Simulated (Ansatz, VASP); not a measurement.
**Cross-check of InAs between VASP and Ansatz**

Aim: how closely do two programs agree when they are given the same cell, functional and k mesh?

Method: plane waves, with VASP 6.6.1 beside it; band structure at PBE0, in Ansatz 0.2.0.

The database entry behind the starting cell is an old determination (1940), so it need not match the best structure at ambient conditions.

## (1) The structure

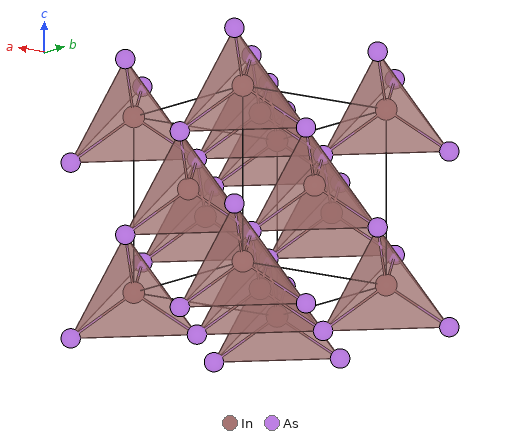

Start, viewed from a free direction; indium brown, arsenic purple. This picture shows the conventional cell, with its axes. Some periodic images of atoms are drawn too.

## (2) VASP: band structure, PBE0

Levels along a path test the potential and the projectors away from the mesh points.

Lines of VASP's logs that name or quote its potential files are left out, and so is its time.

The input, INCAR:

```
SYSTEM = InAs
PREC = Accurate
ENCUT = 350
EDIFF = 1E-06
NELM = 100
ISMEAR = 0
SIGMA = 0.03
LREAL = .FALSE.
ALGO = Normal
LHFCALC = .TRUE.
AEXX = 0.25
GGA = PE
LASPH = .TRUE.
NBANDS = 15
PRECFOCK = Fast
HFRCUT = -1
LORBIT = 11
LWAVE = .FALSE.
LCHARG = .FALSE.
KPAR = 4
```

The input, POSCAR:

```
InAs
1.0
    0.0000000000      3.0292000000      3.0292000000
    3.0292000000      0.0000000000      3.0292000000
    3.0292000000      3.0292000000      0.0000000000
In As
1 1
Direct
    0.0000000000      0.0000000000      0.0000000000
    0.7500000000      0.7500000000      0.7500000000
```

The input, KPOINTS:

```
Automatic mesh
0
Gamma
4 4 4
0 0 0
```

The input, KPOINTS_OPT:

```
Line mode
10
Line-mode
Reciprocal
  0.00000000   0.00000000   0.00000000 GAMMA
  0.50000000   0.00000000   0.50000000 X

  0.50000000   0.00000000   0.50000000 X
  0.50000000   0.25000000   0.75000000 W

  0.50000000   0.25000000   0.75000000 W
  0.37500000   0.37500000   0.75000000 K

  0.37500000   0.37500000   0.75000000 K
  0.00000000   0.00000000   0.00000000 GAMMA

  0.00000000   0.00000000   0.00000000 GAMMA
  0.50000000   0.50000000   0.50000000 L

  0.50000000   0.50000000   0.50000000 L
  0.62500000   0.25000000   0.62500000 U

  0.62500000   0.25000000   0.62500000 U
  0.50000000   0.25000000   0.75000000 W

  0.50000000   0.25000000   0.75000000 W
  0.50000000   0.50000000   0.50000000 L

  0.50000000   0.50000000   0.50000000 L
  0.37500000   0.37500000   0.75000000 K

  0.62500000   0.25000000   0.62500000 U
  0.50000000   0.00000000   0.50000000 X
```

PAW data sets: In_d and As (PBE family, release 64).

Run with:

```sh
$ mpirun -np 4 vasp_std
```

Numbers of over 12 decimals in the logs are rounded to 6 here.

Log:

```text
[banner, memory and clock lines left out]
running    4 mpi-ranks, on    1 nodes
 distrk:  each k-point on    1 cores,    4 groups
 distr:  one band on    1 cores,    1 groups

 POSCAR found type information on POSCAR InAs
 POSCAR found :  2 types and       2 ions
 LDA part: xc-table for (Slater+PW92), standard interpolation
 found WAVECAR, reading the header
 POSCAR, INCAR and KPOINTS ok, starting setup
 FFT: planning ... GRIDC
 FFT: planning ... GRID_SOFT
 FFT: planning ... GRID
 HFRCUT set to (new)   9.470402
 reading WAVECAR
 the WAVECAR file was read successfully
 initial charge from wavefunction
 entering main loop
       N       E                     dE             d eps       ncg     rms          rms(c)
DAV:   1    -0.995899812856E+01   -0.99590E+01   -0.11354E+00   296   0.170E+01    0.337E+00
DAV:   2    -0.998698548339E+01   -0.27987E-01   -0.87646E-02   330   0.284E+00    0.457E+00
DAV:   3    -0.998370095248E+01    0.32845E-02   -0.69019E-03   318   0.132E+00    0.321E+00
DAV:   4    -0.998252196424E+01    0.11790E-02   -0.13832E-03   366   0.493E-01    0.217E+00
DAV:   5    -0.998224223031E+01    0.27973E-03   -0.33991E-04   275   0.200E-01    0.136E+00
DAV:   6    -0.998217763676E+01    0.64594E-04   -0.85488E-05   284   0.946E-02    0.849E-01
DAV:   7    -0.998215721009E+01    0.20427E-04   -0.14425E-05   283   0.446E-02    0.521E-01
DAV:   8    -0.998215086766E+01    0.63424E-05   -0.49398E-06   261   0.228E-02    0.318E-01
DAV:   9    -0.998214957583E+01    0.12918E-05   -0.19073E-06   268   0.116E-02    0.195E-01
DAV:  10    -0.998214968737E+01   -0.11154E-06   -0.61265E-07   197   0.610E-03
   1 F= -.99821497E+01 E0= -.99821497E+01  d E =-.194752E-26
 Start KPOINTS_OPT (optional k-point list driver)
k-point batch [1-8\100]
       N       E                     dE             ncg
DAV:   1     0.515551804727E+02   -0.17187E+04      248
DAV:   2    -0.959884321271E+03   -0.10114E+04      247
DAV:   3    -0.103583593421E+04   -0.75952E+02      310
DAV:   4    -0.103837527454E+04   -0.25393E+01      319
DAV:   5    -0.103844119946E+04   -0.65925E-01      355
DAV:   6    -0.103844373106E+04   -0.25316E-02      371
DAV:   7    -0.103844376375E+04   -0.32685E-04      355
DAV:   8    -0.103844376415E+04   -0.40434E-06      275
[...]
k-point batch [97-100\100]
       N       E                     dE             ncg
DAV:   1     0.210849868954E+04   -0.20024E+04      120
DAV:   2     0.161548599164E+04   -0.49301E+03      127
DAV:   3     0.158171866605E+04   -0.33767E+02      148
DAV:   4     0.158078101501E+04   -0.93765E+00      185
DAV:   5     0.158075242940E+04   -0.28586E-01      192
DAV:   6     0.158075197315E+04   -0.45624E-03      192
DAV:   7     0.158075196149E+04   -0.11665E-04      192
DAV:   8     0.158075196138E+04   -0.10880E-06      144
```

From OUTCAR (step 2):

```text
ion  position               nearest neighbor table
   1  0.000  0.000  0.000-   2 2.62   2 2.62   2 2.62   2 2.62
   2  0.750  0.750  0.750-   1 2.62   1 2.62   1 2.62   1 2.62

  LATTYP: Found a face centered cubic cell.
 ALAT       =     6.0584000000

 Subroutine GETGRP returns: Found 24 space group operations
 (whereof 24 operations were pure point group operations)

The static configuration has the point symmetry T_d .

 Found      8 irreducible k-points:

   k-points           NKPTS =      8   k-points in BZ     NKDIM =     64   number of bands    NBANDS=     15

   dimension x,y,z NGX =    28 NGY =   28 NGZ =   28
   dimension x,y,z NGXF=    56 NGYF=   56 NGZF=   56

   ENCUT  =  350.0 eV  25.72 Ry    5.07 a.u.   6.53  6.53  6.53*2*pi/ulx,y,z

   NELECT =      18.0000    total number of electrons

 k-points in reciprocal lattice and weights: Automatic mesh
   0.00000000  0.00000000  0.00000000       0.016
   0.25000000  0.00000000  0.00000000       0.125
   0.50000000  0.00000000  0.00000000       0.062
   0.25000000  0.25000000  0.00000000       0.094
   0.50000000  0.25000000  0.00000000       0.375
  -0.25000000  0.25000000  0.00000000       0.188
   0.50000000  0.50000000  0.00000000       0.047
  -0.25000000  0.50000000  0.25000000       0.094

  exchange ACFDT corr.  =         0.00000000  see jH, gK, PRB 81, 115126

 average (electrostatic) potential at core
       1 -90.0602       2 -45.4193

 E-fermi :   3.9377

 k-point     1 :       0.0000    0.0000    0.0000
  band No.  band energies     occupation
    ...
      5     -12.3644      2.00000
      6      -9.3799      2.00000
      7       3.7165      2.00000
      8       3.7165      2.00000
      9       3.7165      2.00000
     10       4.9113      0.00000
     11       9.0813      0.00000
     12       9.0813      0.00000
     13       9.0813      0.00000
     14      12.8575      0.00000
    ...

 k-point     2 :       0.2500    0.0000    0.0000
  band No.  band energies     occupation
    ...
      5     -12.3632      2.00000
      6      -8.6959      2.00000
      7      -0.2258      2.00000
      8       3.0981      2.00000
      9       3.0981      2.00000
     10       6.3542      0.00000
     11       9.8368      0.00000
     12       9.8368      0.00000
     13      10.4218      0.00000
     14      13.6476      0.00000
    ...

 k-point     3 :       0.5000    0.0000    0.0000
  band No.  band energies     occupation
    ...
      5     -12.3571      2.00000
      6      -7.7667      2.00000
      7      -2.5962      2.00000
      8       2.6313      2.00000
      9       2.6313      2.00000
     10       6.0437      0.00000
     11       9.8729      0.00000
     12       9.8729      0.00000
     13      12.1181      0.00000
     14      14.5164      0.00000
    ...

  energy-cutoff  :      350.00
  volume of cell :       55.59
      direct lattice vectors                 reciprocal lattice vectors
     0.000000000  3.029200000  3.029200000    -0.165060082  0.165060082  0.165060082
     3.029200000  0.000000000  3.029200000     0.165060082 -0.165060082  0.165060082
     3.029200000  3.029200000  0.000000000     0.165060082  0.165060082 -0.165060082

 POSITION                                       TOTAL-FORCE (eV/Angst)
 -----------------------------------------------------------------------------------
      0.00000      0.00000      0.00000         0.000000      0.000000      0.000000
      4.54380      4.54380      4.54380        -0.000000     -0.000000     -0.000000
 -----------------------------------------------------------------------------------
    total drift:                               -0.000034     -0.000043     -0.000018

  FREE ENERGIE OF THE ION-ELECTRON SYSTEM (eV)
  ---------------------------------------------------
  free  energy   TOTEN  =        -9.9821496874 eV

  energy  without entropy=       -9.9821496874  energy(sigma->0) =       -9.98214969

 total charge
# of ion       s       p       d       tot
------------------------------------------
    1        0.849   0.754   9.904  11.506
    2        1.214   1.636   0.021   2.871
--------------------------------------------------
tot          2.062   2.390   9.926  14.378

[... 3 further parts left out ...]
```

[end of part 1 of 2]

[Lines on the potential files, build, host, timing and source positions are cut from VASP's logs without a mark.]

[Logs are printed without paths, hosts, clocks, repeated set-up lines and the standing remarks that a program may print on its own settings, such as how far it seeks lower states.]

[Hosts, paths, dates, database ids (printed as entryN), source tags and the programs' standing remarks are cut or masked in the printed files.]
